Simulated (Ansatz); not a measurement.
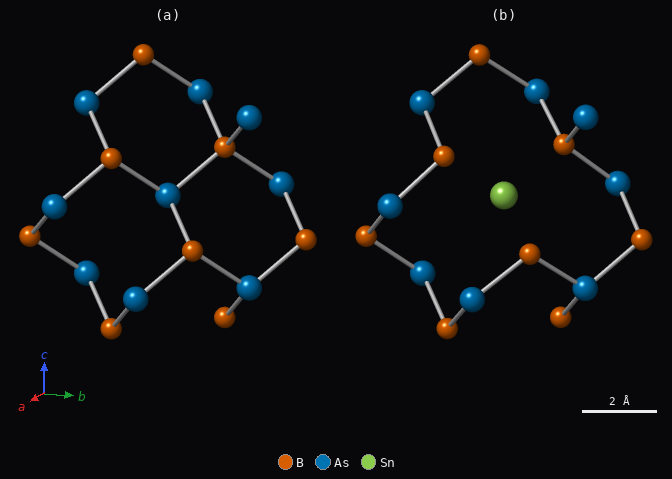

Left: perfect BAs. Right: the same region with one point defect, after relaxing the atoms in a supercell of 54 sites. A ball-and-stick model of the atoms within 4.6 Å of one point, in a slice 3.4 Å thick across the line of sight, seen from a free direction.

The calculation used DFT, PBE, plane-wave PAW, default files, scalar-relativistic (Ansatz 0.2.0). (plane-wave cutoff 420 eV; k-point mesh 2 × 2 × 2; occupations fermi dirac; smearing width 0.01 eV; no spin polarisation) A uniform background neutralises the charged cell. The axes drawn are those of the host's conventional cell.

**Which defect is it?**

An arsenic atom is replaced by tin.

The charge state of the cell is −1.

**What does the relaxation do around it?**

In the host the As atom has 4 B at 2.07 Å; the Sn atom ends with 4 B at 2.19 Å. Of the host's atoms, a boron atom moves furthest from its site, by 0.12 Å. Relaxing the atoms from the host's sites lowers the energy by 0.64 eV.

Limits of the set-up: the cell is charged, on a uniform background, and energies carry no finite-size correction.
